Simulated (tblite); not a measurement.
# C7H10OSi2: the cost of one run

The runs use tblite 0.8.0 and PySCF 2.14.0, with density-fitted response routines of our own; the level of theory stands in each step. All values are computed, except where a source is named. Atoms count from 0, in the outputs and in this text.

## 1. The molecule as given

20 atoms, charge 0, multiplicity 1; geometry from: force field or distance geometry start.

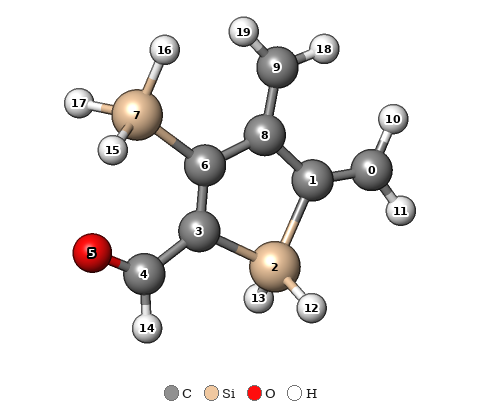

The starting geometry (carbon grey, silicon light orange, oxygen red, hydrogen white), atoms numbered; sticks join atoms by distance.

## 2. Relaxing the molecule with GFN2-xTB

What the job is given:

```
{"job": {"kind": "relax", "xc": "GFN2-xTB", "basis": "xTB"}, "charge": 0, "multiplicity": 1}
C      2.892100     0.869900     0.206500
C      1.695600     0.350000     0.066200
Si     1.427200    -1.446000    -0.361100
C     -0.417000    -1.220000    -0.322800
C     -1.336400    -2.323000    -0.577900
O     -2.582600    -2.229500    -0.567500
C     -0.716600     0.011500    -0.014000
Si    -2.503000     0.546600     0.123000
C      0.371800     0.903300     0.213500
C      0.212200     2.210400     0.537800
H      3.035300     1.924700     0.465300
H      3.779000     0.290900     0.067800
H      1.785500    -2.332900     0.732300
H      1.927800    -1.801200    -1.669600
H     -0.927100    -3.295700    -0.824700
H     -3.302900    -0.477800     0.815400
H     -2.603500     1.756700     0.949000
H     -3.102200     0.785500    -1.181700
H      1.101800     2.814500     0.688100
H     -0.742200     2.672800     0.651400
```

Started as:

```
$ OMP_NUM_THREADS=1 python probes_run.py task.json out
```

The driver reads the jobs from task.json and runs them one after another.

**Question.** How long does this first job take on 1 thread of Arm Neoverse N1, shared host?

About 2 s.
